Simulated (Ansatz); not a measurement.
# BH₃+ (doublet): PBE, r2SCAN over a scan of the distance B1–H3, aug-cc-pVDZ, part 2 of 2

Ansatz 0.2.0, Gaussian basis; aug-cc-pVDZ, all electrons in the functionals. The steps go on from the part before.

## (15) r2SCAN, 1.174 Å

The input, in.yaml:

```yaml
crystal:
  periodic: [false, false, false]
  atoms:
    - {symbol: B, position_ang: [0.000000, 0.000000, 0.068140]}
    - {symbol: H, position_ang: [0.000000, 0.717784, -0.986606]}
    - {symbol: H, position_ang: [0.000000, 0.000000, 1.242354]}
    - {symbol: H, position_ang: [0.000000, -0.717784, -0.986606]}
basis:
  gaussian: {orbitals: aug-cc-pVDZ}
total_charge: 1
magnetization: {spin_polarized: true, initial_magnetization: 1}
hamiltonian: {xc: {name: r2SCAN}}
```

Started as:

```sh
$ ansatz run in.yaml --threads 1 --pin off --events-out ev --progress --plain --max-ram 2393MiB
```

Log:

```text
Functional definition: r2SCAN
  name "r2SCAN"
  cite "Furness, Kaplan, Ning, Perdew & Sun, J. Phys. Chem. Lett. 11, 8208 (2020) doi:10.1021/acs.jpclett.0c02405"
  cite "Furness, Kaplan, Ning, Perdew & Sun, J. Phys. Chem. Lett. 11, 9248 (2020) doi:10.1021/acs.jpclett.0c03077"
  parent r2scan
  parameter k0 = 0.174
  parameter k1 = 0.065
  parameter a1 = 4.9479
  exchange = r2scan_x(k0 = k0, k1 = k1, a1 = a1)
  correlation = r2scan_c
399 factors; their error is unknown
mean field evaluation 1: about -710.4141 eV, gradient 1.1e1 eV
mean field evaluation 2: about -711.1391 eV, gradient 6.0e0 eV
mean field evaluation 4: about -711.4046 eV, gradient 9.5e-2 eV
mean field evaluation 8: about -711.3874 eV, gradient 1.1e-3 eV
mean field -711.38739802 eV, -26.1430046816 hartree, gradient 4.3e-5 eV, S^2 0.756082; 0 other end points of the search recorded, 0 dependent functions left out
reference -711.38740739 eV, -26.1430050257 hartree; 4, 3 occupied and 46, 47 virtual orbitals, 399 factors
Total energy: -711.38740739 eV, -26.1430050257 hartree
```

Run time: 1.2 s. Hardware: 1 thread of Arm Neoverse V2, shared host.

From the report: ⟨S²⟩ of the determinant 0.756 (pure doublet: 0.75).

## (16) r2SCAN, 1.290 Å

The input, in.yaml:

```yaml
crystal:
  periodic: [false, false, false]
  atoms:
    - {symbol: B, position_ang: [0.000000, 0.000000, 0.059704]}
    - {symbol: H, position_ang: [0.000000, 0.717784, -0.995042]}
    - {symbol: H, position_ang: [0.000000, 0.000000, 1.349704]}
    - {symbol: H, position_ang: [0.000000, -0.717784, -0.995042]}
basis:
  gaussian: {orbitals: aug-cc-pVDZ}
total_charge: 1
magnetization: {spin_polarized: true, initial_magnetization: 1}
hamiltonian: {xc: {name: r2SCAN}}
output: {forces: true}
```

The command is unchanged.

Log (excerpt; [...] marks lines left out):

```text
Functional definition: r2SCAN
  name "r2SCAN"
  cite "Furness, Kaplan, Ning, Perdew & Sun, J. Phys. Chem. Lett. 11, 8208 (2020) doi:10.1021/acs.jpclett.0c02405"
  cite "Furness, Kaplan, Ning, Perdew & Sun, J. Phys. Chem. Lett. 11, 9248 (2020) doi:10.1021/acs.jpclett.0c03077"
  parent r2scan
[...]
399 factors; their error is unknown
[...]
mean field -711.25508457 eV, -26.1381422518 hartree, gradient 8.9e-5 eV, S^2 0.756824; 0 other end points of the search recorded, 0 dependent functions left out
[...]
reference -711.25509259 eV, -26.1381425468 hartree; 4, 3 occupied and 46, 47 virtual orbitals, 399 factors
Total energy: -711.25509259 eV, -26.1381425468 hartree
Atom 0 at     0.000000     0.000000     0.059704 Å, force    -0.000000     0.000000     2.579210 eV/Å
Atom 1 at     0.000000     0.717784    -0.995042 Å, force     0.000000     0.106553    -0.165305 eV/Å
Atom 2 at     0.000000     0.000000     1.349704 Å, force     0.000000     0.000000    -2.248601 eV/Å
Atom 3 at     0.000000    -0.717784    -0.995042 Å, force     0.000000    -0.106553    -0.165305 eV/Å
Dipole moment:    -0.000000     0.000000    -0.230118 e Å
```

Run time: 1.4 s. Hardware: 1 thread of Arm Neoverse V2, shared host.

From the report: ⟨S²⟩ of the determinant 0.757 (pure doublet: 0.75).

From 1.174 Å: +0.132 eV.

## (17) r2SCAN, 1.452 Å

The input, in.yaml:

```yaml
crystal:
  periodic: [false, false, false]
  atoms:
    - {symbol: B, position_ang: [0.000000, 0.000000, 0.047902]}
    - {symbol: H, position_ang: [0.000000, 0.717784, -1.006844]}
    - {symbol: H, position_ang: [0.000000, 0.000000, 1.499902]}
    - {symbol: H, position_ang: [0.000000, -0.717784, -1.006844]}
basis:
  gaussian: {orbitals: aug-cc-pVDZ}
total_charge: 1
magnetization: {spin_polarized: true, initial_magnetization: 1}
hamiltonian: {xc: {name: r2SCAN}}
```

Launched as before.

Log:

```text
Functional definition: r2SCAN
  name "r2SCAN"
  cite "Furness, Kaplan, Ning, Perdew & Sun, J. Phys. Chem. Lett. 11, 8208 (2020) doi:10.1021/acs.jpclett.0c02405"
  cite "Furness, Kaplan, Ning, Perdew & Sun, J. Phys. Chem. Lett. 11, 9248 (2020) doi:10.1021/acs.jpclett.0c03077"
  parent r2scan
  parameter k0 = 0.174
  parameter k1 = 0.065
  parameter a1 = 4.9479
  exchange = r2scan_x(k0 = k0, k1 = k1, a1 = a1)
  correlation = r2scan_c
399 factors; their error is unknown
mean field evaluation 1: about -709.8985 eV, gradient 1.0e1 eV
mean field evaluation 2: about -710.4142 eV, gradient 6.6e0 eV
mean field evaluation 4: about -710.7598 eV, gradient 1.6e-1 eV
mean field evaluation 8: about -710.7370 eV, gradient 3.0e-2 eV
mean field -710.73697289 eV, -26.1191019990 hartree, gradient 6.0e-5 eV, S^2 0.758640; 0 other end points of the search recorded, 0 dependent functions left out
reference -710.73698069 eV, -26.1191022855 hartree; 4, 3 occupied and 46, 47 virtual orbitals, 399 factors
Total energy: -710.73698069 eV, -26.1191022855 hartree
```

It took 1.2 s on 1 thread of Arm Neoverse V2, shared host.

From the report: ⟨S²⟩ of the determinant 0.759 (pure doublet: 0.75).

From 1.174 Å: +0.650 eV.

## (18) r2SCAN, 1.646 Å

The input, in.yaml:

```yaml
crystal:
  periodic: [false, false, false]
  atoms:
    - {symbol: B, position_ang: [0.000000, 0.000000, 0.033768]}
    - {symbol: H, position_ang: [0.000000, 0.717784, -1.020978]}
    - {symbol: H, position_ang: [0.000000, 0.000000, 1.679768]}
    - {symbol: H, position_ang: [0.000000, -0.717784, -1.020978]}
basis:
  gaussian: {orbitals: aug-cc-pVDZ}
total_charge: 1
magnetization: {spin_polarized: true, initial_magnetization: 1}
hamiltonian: {xc: {name: r2SCAN}}
```

Launched as before.

Log:

```text
Functional definition: r2SCAN
  name "r2SCAN"
  cite "Furness, Kaplan, Ning, Perdew & Sun, J. Phys. Chem. Lett. 11, 8208 (2020) doi:10.1021/acs.jpclett.0c02405"
  cite "Furness, Kaplan, Ning, Perdew & Sun, J. Phys. Chem. Lett. 11, 9248 (2020) doi:10.1021/acs.jpclett.0c03077"
  parent r2scan
  parameter k0 = 0.174
  parameter k1 = 0.065
  parameter a1 = 4.9479
  exchange = r2scan_x(k0 = k0, k1 = k1, a1 = a1)
  correlation = r2scan_c
399 factors; their error is unknown
mean field evaluation 1: about -708.9459 eV, gradient 1.1e1 eV
mean field evaluation 2: about -709.1916 eV, gradient 9.1e0 eV
mean field evaluation 4: about -709.9433 eV, gradient 2.7e-1 eV
mean field evaluation 8: about -709.9127 eV, gradient 2.2e-1 eV
mean field evaluation 16: about -709.9132 eV, gradient 5.7e-5 eV
mean field -709.91318942 eV, -26.0888285147 hartree, gradient 5.7e-5 eV, S^2 0.764307; 0 other end points of the search recorded, 0 dependent functions left out
reference -709.91319780 eV, -26.0888288228 hartree; 4, 3 occupied and 46, 47 virtual orbitals, 399 factors
Total energy: -709.91319780 eV, -26.0888288228 hartree
```

Wall time 1.3 s (1 thread of Arm Neoverse V2, shared host).

From the report: ⟨S²⟩ of the determinant 0.764 (pure doublet: 0.75).

From 1.174 Å: +1.474 eV.

## (19) r2SCAN, 1.884 Å

The input, in.yaml:

```yaml
crystal:
  periodic: [false, false, false]
  atoms:
    - {symbol: B, position_ang: [0.000000, 0.000000, 0.016428]}
    - {symbol: H, position_ang: [0.000000, 0.717784, -1.038318]}
    - {symbol: H, position_ang: [0.000000, 0.000000, 1.900428]}
    - {symbol: H, position_ang: [0.000000, -0.717784, -1.038318]}
basis:
  gaussian: {orbitals: aug-cc-pVDZ}
total_charge: 1
magnetization: {spin_polarized: true, initial_magnetization: 1}
hamiltonian: {xc: {name: r2SCAN}}
```

Same command.

Log:

```text
Functional definition: r2SCAN
  name "r2SCAN"
  cite "Furness, Kaplan, Ning, Perdew & Sun, J. Phys. Chem. Lett. 11, 8208 (2020) doi:10.1021/acs.jpclett.0c02405"
  cite "Furness, Kaplan, Ning, Perdew & Sun, J. Phys. Chem. Lett. 11, 9248 (2020) doi:10.1021/acs.jpclett.0c03077"
  parent r2scan
  parameter k0 = 0.174
  parameter k1 = 0.065
  parameter a1 = 4.9479
  exchange = r2scan_x(k0 = k0, k1 = k1, a1 = a1)
  correlation = r2scan_c
399 factors; their error is unknown
mean field evaluation 1: about -703.9745 eV, gradient 1.6e1 eV
mean field evaluation 2: about -691.1733 eV, gradient 2.8e1 eV
mean field evaluation 4: about -707.1393 eV, gradient 1.2e1 eV
mean field evaluation 8: about -708.9077 eV, gradient 5.6e-1 eV
mean field evaluation 16: about -708.8882 eV, gradient 1.7e-3 eV
mean field evaluation 32: about -707.3345 eV, gradient 1.5e0 eV
mean field -708.88819087 eV, -26.0511605130 hartree, gradient 1.7e-5 eV, S^2 0.807260; 5 other end points of the search recorded, 0 dependent functions left out
reference -708.88820041 eV, -26.0511608633 hartree; 4, 3 occupied and 46, 47 virtual orbitals, 399 factors
Total energy: -708.88820041 eV, -26.0511608633 hartree
```

Wall time 3.3 s (1 thread of Arm Neoverse V2, shared host).

From the report: ⟨S²⟩ of the determinant 0.807 (pure doublet: 0.75).

From 1.174 Å: +2.499 eV.

## (20) r2SCAN, 2.183 Å

The input, in.yaml:

```yaml
crystal:
  periodic: [false, false, false]
  atoms:
    - {symbol: B, position_ang: [0.000000, 0.000000, -0.005355]}
    - {symbol: H, position_ang: [0.000000, 0.717784, -1.060101]}
    - {symbol: H, position_ang: [0.000000, 0.000000, 2.177645]}
    - {symbol: H, position_ang: [0.000000, -0.717784, -1.060101]}
basis:
  gaussian: {orbitals: aug-cc-pVDZ}
total_charge: 1
magnetization: {spin_polarized: true, initial_magnetization: 1}
hamiltonian: {xc: {name: r2SCAN}}
```

Same command.

Log (excerpt; [...] marks lines left out):

```text
Functional definition: r2SCAN
  name "r2SCAN"
  cite "Furness, Kaplan, Ning, Perdew & Sun, J. Phys. Chem. Lett. 11, 8208 (2020) doi:10.1021/acs.jpclett.0c02405"
  cite "Furness, Kaplan, Ning, Perdew & Sun, J. Phys. Chem. Lett. 11, 9248 (2020) doi:10.1021/acs.jpclett.0c03077"
  parent r2scan
[...]
399 factors; their error is unknown
[...]
mean field -707.92391487 eV, -26.0157240233 hartree, gradient 2.0e-5 eV, S^2 1.127465; 4 other end points of the search recorded, 0 dependent functions left out
reference -707.92392584 eV, -26.0157244267 hartree; 4, 3 occupied and 46, 47 virtual orbitals, 399 factors
Total energy: -707.92392584 eV, -26.0157244267 hartree
```

Run time: 3.8 s. Hardware: 1 thread of Arm Neoverse V2, shared host.

From the report: ⟨S²⟩ of the determinant 1.127 (pure doublet: 0.75).

From 1.174 Å: +3.463 eV.

## (21) r2SCAN, 2.599 Å

The input, in.yaml:

```yaml
crystal:
  periodic: [false, false, false]
  atoms:
    - {symbol: B, position_ang: [0.000000, 0.000000, -0.035663]}
    - {symbol: H, position_ang: [0.000000, 0.717784, -1.090409]}
    - {symbol: H, position_ang: [0.000000, 0.000000, 2.563337]}
    - {symbol: H, position_ang: [0.000000, -0.717784, -1.090409]}
basis:
  gaussian: {orbitals: aug-cc-pVDZ}
total_charge: 1
magnetization: {spin_polarized: true, initial_magnetization: 1}
hamiltonian: {xc: {name: r2SCAN}}
```

Launched as before.

Log (excerpt; [...] marks lines left out):

```text
Functional definition: r2SCAN
  name "r2SCAN"
  cite "Furness, Kaplan, Ning, Perdew & Sun, J. Phys. Chem. Lett. 11, 8208 (2020) doi:10.1021/acs.jpclett.0c02405"
  cite "Furness, Kaplan, Ning, Perdew & Sun, J. Phys. Chem. Lett. 11, 9248 (2020) doi:10.1021/acs.jpclett.0c03077"
  parent r2scan
[...]
399 factors; their error is unknown
[...]
mean field -707.23628382 eV, -25.9904540484 hartree, gradient 5.0e-6 eV, S^2 1.433354; 11 other end points of the search recorded, 0 dependent functions left out
reference -707.23629588 eV, -25.9904544915 hartree; 4, 3 occupied and 46, 47 virtual orbitals, 399 factors
Total energy: -707.23629588 eV, -25.9904544915 hartree
```

Run time: 9.5 s. Hardware: 1 thread of Arm Neoverse V2, shared host.

From the report: ⟨S²⟩ of the determinant 1.433 (pure doublet: 0.75). The determinant is far from a pure spin state, so its energy mixes those of several spin states (harmless only where they are near-degenerate, as at dissociation).

From 1.174 Å: +4.151 eV.

## (22) r2SCAN, 3.127 Å

The input, in.yaml:

```yaml
crystal:
  periodic: [false, false, false]
  atoms:
    - {symbol: B, position_ang: [0.000000, 0.000000, -0.074131]}
    - {symbol: H, position_ang: [0.000000, 0.717784, -1.128877]}
    - {symbol: H, position_ang: [0.000000, 0.000000, 3.052869]}
    - {symbol: H, position_ang: [0.000000, -0.717784, -1.128877]}
basis:
  gaussian: {orbitals: aug-cc-pVDZ}
total_charge: 1
magnetization: {spin_polarized: true, initial_magnetization: 1}
hamiltonian: {xc: {name: r2SCAN}}
output: {forces: true}
```

Launched as before.

Log (excerpt; [...] marks lines left out):

```text
Functional definition: r2SCAN
  name "r2SCAN"
  cite "Furness, Kaplan, Ning, Perdew & Sun, J. Phys. Chem. Lett. 11, 8208 (2020) doi:10.1021/acs.jpclett.0c02405"
  cite "Furness, Kaplan, Ning, Perdew & Sun, J. Phys. Chem. Lett. 11, 9248 (2020) doi:10.1021/acs.jpclett.0c03077"
  parent r2scan
[...]
399 factors; their error is unknown
[...]
mean field -706.93170033 eV, -25.9792608117 hartree, gradient 5.5e-6 eV, S^2 1.539547; 16 other end points of the search recorded, 0 dependent functions left out
[...]
reference -706.93171252 eV, -25.9792612596 hartree; 4, 3 occupied and 46, 47 virtual orbitals, 399 factors
WARN: the results are in doubt because the forces break the atoms' symmetry
Total energy: -706.93171252 eV, -25.9792612596 hartree
Atom 0 at     0.000000     0.000000    -0.074131 Å, force     0.000000     0.156238     0.182726 eV/Å
Atom 1 at     0.000000     0.717784    -1.128877 Å, force    -0.000000     0.358803    -0.027232 eV/Å
Atom 2 at     0.000000     0.000000     3.052869 Å, force    -0.000000    -0.052386    -0.203878 eV/Å
Atom 3 at     0.000000    -0.717784    -1.128877 Å, force    -0.000000    -0.462655     0.048384 eV/Å
Dipole moment:    -0.000000     0.017432    -0.003643 e Å
In doubt: the forces break the atoms' symmetry
```

Wall time 16 s (1 thread of Arm Neoverse V2, shared host).

From the report: ⟨S²⟩ of the determinant 1.540 (pure doublet: 0.75). The determinant is far from a pure spin state, so its energy mixes those of several spin states (harmless only where they are near-degenerate, as at dissociation). Mind the lines of doubt at the end of the log.

From 1.174 Å: +4.456 eV.

## (23) r2SCAN, 4.051 Å

The input, in.yaml:

```yaml
crystal:
  periodic: [false, false, false]
  atoms:
    - {symbol: B, position_ang: [0.000000, 0.000000, -0.141449]}
    - {symbol: H, position_ang: [0.000000, 0.717784, -1.196195]}
    - {symbol: H, position_ang: [0.000000, 0.000000, 3.909551]}
    - {symbol: H, position_ang: [0.000000, -0.717784, -1.196195]}
basis:
  gaussian: {orbitals: aug-cc-pVDZ}
total_charge: 1
magnetization: {spin_polarized: true, initial_magnetization: 1}
hamiltonian: {xc: {name: r2SCAN}}
output: {forces: true}
```

Same command.

Log (excerpt; [...] marks lines left out):

```text
Functional definition: r2SCAN
  name "r2SCAN"
  cite "Furness, Kaplan, Ning, Perdew & Sun, J. Phys. Chem. Lett. 11, 8208 (2020) doi:10.1021/acs.jpclett.0c02405"
  cite "Furness, Kaplan, Ning, Perdew & Sun, J. Phys. Chem. Lett. 11, 9248 (2020) doi:10.1021/acs.jpclett.0c03077"
  parent r2scan
[...]
399 factors; their error is unknown
[...]
mean field -706.92985565 eV, -25.9791930209 hartree, gradient 2.6e-5 eV, S^2 1.538066; 16 other end points of the search recorded, 0 dependent functions left out
[...]
reference -706.92986923 eV, -25.9791935200 hartree; 4, 3 occupied and 46, 47 virtual orbitals, 399 factors
WARN: the results are in doubt because the forces break the atoms' symmetry
Total energy: -706.92986923 eV, -25.9791935200 hartree
Atom 0 at     0.000000     0.000000    -0.141449 Å, force    -0.000000     0.036730    -0.629873 eV/Å
Atom 1 at     0.000000     0.717784    -1.196195 Å, force     0.000000     0.570976     0.262583 eV/Å
Atom 2 at     0.000000     0.000000     3.909551 Å, force     0.000000    -0.010925     0.080964 eV/Å
Atom 3 at     0.000000    -0.717784    -1.196195 Å, force     0.000000    -0.596780     0.286325 eV/Å
Dipole moment:     0.000000     0.005875     0.242923 e Å
In doubt: the forces break the atoms' symmetry
```

Wall time 14 s (1 thread of Arm Neoverse V2, shared host).

From the report: ⟨S²⟩ of the determinant 1.538 (pure doublet: 0.75). The determinant is far from a pure spin state, so its energy mixes those of several spin states (harmless only where they are near-degenerate, as at dissociation). Mind the lines of doubt at the end of the log.

From 1.174 Å: +4.458 eV.

## (24) The comparison

The yardstick is full CI for this spin, exact in this basis with these frozen cores. It and the other wave-function rows come from earlier runs at the same points. Energies in eV, counted from 1.174 Å; blanks weren't run or aren't comparable.

```csv
level,0.942 Å,1.050 Å,1.174 Å,1.290 Å,1.452 Å,1.646 Å,1.884 Å,2.183 Å,2.599 Å,3.127 Å,4.051 Å
FCI,1.222,0.308,0.000,0.121,0.625,1.427,2.408,3.410,4.263,4.662,4.784
PBE,1.227,0.317,0.000,0.106,0.588,1.369,2.356,3.405,4.178,4.426,4.369
r2SCAN,1.184,0.291,0.000,0.132,0.650,1.474,2.499,3.463,4.151,4.456,4.458
RHF,1.154,0.267,0.000,0.169,0.756,1.685,2.876,4.232,,,
UHF,1.157,0.269,0.000,0.167,0.749,1.664,2.700,3.398,3.757,3.882,3.924
RMP2,1.195,0.292,0.000,0.141,0.685,1.552,2.647,3.851,5.084,5.993,6.440
UMP2,1.196,0.292,0.000,0.141,0.684,1.560,2.829,3.864,4.387,4.568,4.628
RCCSD,1.215,0.305,0.000,0.125,0.636,1.449,2.450,3.486,4.393,4.753,4.776
RCCSD(T),1.220,0.307,0.000,0.122,0.629,1.434,2.422,3.433,4.288,4.660,4.736
UCCSD(T),1.220,0.307,0.000,0.122,0.629,1.434,2.426,3.448,4.323,4.694,4.779
RCCSDT(Q),1.221,0.308,0.000,0.121,0.625,1.427,2.409,3.410,4.257,4.651,
UCCSDT(Q),1.221,0.308,0.000,0.121,0.625,1.427,2.409,3.411,4.258,4.658,4.780
CASSCF valence,1.237,0.319,0.000,0.107,0.587,1.353,2.285,3.199,3.932,4.246,4.337
NEVPT2 valence,1.219,0.309,0.000,0.118,0.615,1.403,2.361,3.332,4.139,4.503,4.611
MRCISD+Q valence,1.222,0.308,0.000,0.121,0.626,1.429,2.410,3.424,4.268,4.655,4.772
NEVPT2 pair,1.243,,0.000,0.109,0.598,1.382,2.347,3.330,4.151,4.522,4.631
```

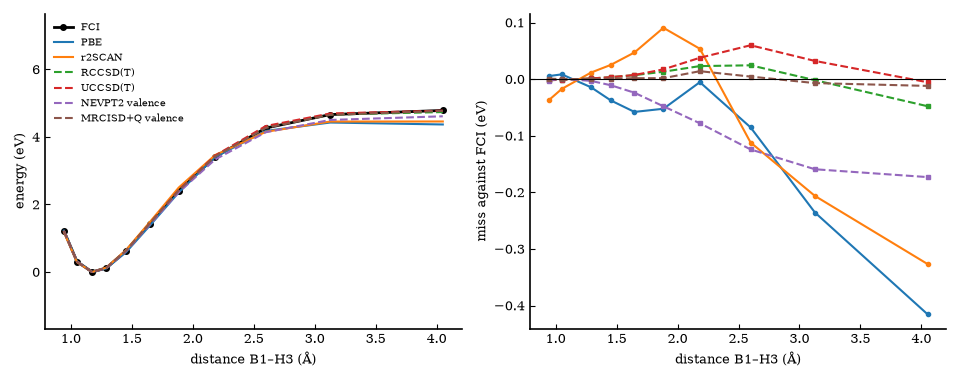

Left: the curves (the axis may cut off levels that run far away). Right: misses against FCI, in the same colours.

Largest miss and mean time a point (FCI took 70 s a point; shared hosts):

```csv
level,largest miss (eV),where,time a point
PBE,-0.415,4.051 Å,2.6 s
r2SCAN,-0.327,4.051 Å,4.8 s
RHF,+0.822,2.183 Å,
UHF,-0.860,4.051 Å,
RMP2,+1.656,4.051 Å,
UMP2,+0.454,2.183 Å,
RCCSD,+0.130,2.599 Å,
RCCSD(T),-0.048,4.051 Å,2.2 s
UCCSD(T),+0.060,2.599 Å,2 s
RCCSDT(Q),-0.011,3.127 Å,15 s
UCCSDT(Q),-0.005,2.599 Å,14 s
CASSCF valence,-0.447,4.051 Å,
NEVPT2 valence,-0.173,4.051 Å,0.73 s
MRCISD+Q valence,+0.014,2.183 Å,1.4 s
NEVPT2 pair,-0.153,4.051 Å,0.42 s
```

## (25) Summary of results

The summary covers parts 1 to 2.

| quantity | value |
| --- | --- |
| span of the FCI curve | 4.784 eV |
| largest miss, PBE | -0.415 eV (4.051 Å) |
| largest miss, r2SCAN | -0.327 eV (4.051 Å) |
| largest miss, RCCSD(T) | -0.048 eV (4.051 Å) |
| largest miss, UCCSD(T) | +0.060 eV (2.599 Å) |

What this shows: Of the functionals, r2SCAN keep the smallest largest miss at the points compared (at most 0.327 eV) and PBE strays most (0.415 eV, at 4.051 Å). PBE, r2SCAN clearly break the spin symmetry at some points (⟨S²⟩ up to 0.79 above the pure value), so energy there is bought with a mixed spin. Functionals and the yardstick converge differently with the basis, so part of each miss in aug-cc-pVDZ is the basis.
